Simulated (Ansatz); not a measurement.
System: H4Mg2.

Input file:

```
crystal:
  periodic: [false, false, false]
  atoms:
    - {symbol: Mg, position_ang: [0.197109, -0.394951, 1.320974]}
    - {symbol: Mg, position_ang: [-0.197661, 0.391775, -1.321354]}
    - {symbol: H, position_ang: [-0.437803, 0.879102, -2.931896]}
    - {symbol: H, position_ang: [-1.225670, 0.173403, 0.234479]}
    - {symbol: H, position_ang: [0.438874, -0.867748, 2.935512]}
    - {symbol: H, position_ang: [1.225151, -0.181591, -0.237706]}
basis:
  gaussian: {orbitals: def2-TZVP, initial_orbitals: start.molden}
hamiltonian: {xc: pbe0, dispersion: d4}
output: {orbitals: {seedname: orbitals}}
```

Launched as:

```sh
ansatz run in.yaml --threads 4 --pin off --events-out ev --progress --plain --max-ram 3916MiB
```

Geometry: r2SCAN-D4/def2-TZVP.

These are results of RKS PBE0-D4/def2-TZVP in Ansatz, not measurements.

Question: Predict the electron density and electron localisation function between the atoms.

Answer: Mg–Mg (2.79 Å): ρ is about 0.17 e/Å³ halfway; the ELF is about 0.30 at the midpoint.
Mg–H (1.70 Å): the density is about 0.38 e/Å³ at the midpoint; the ELF climbs to about 1 towards the hydrogen.

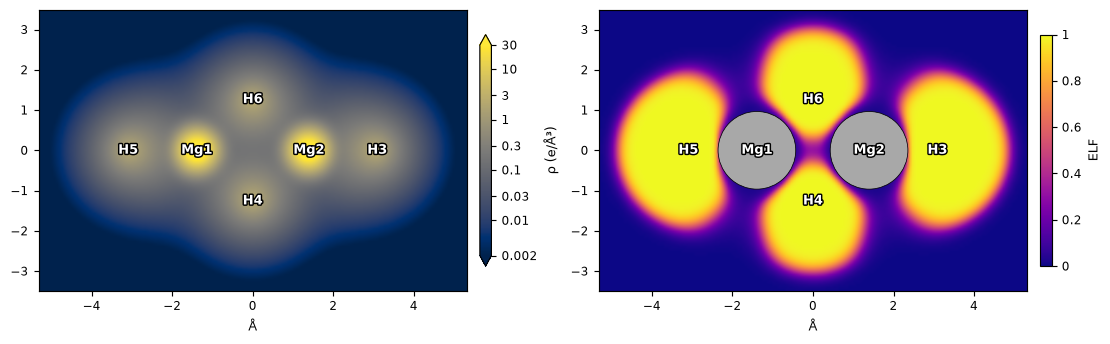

Computed electron density and electron localisation function on the molecular plane, in this order. Grey discs cover the atomic cores in the ELF map. 
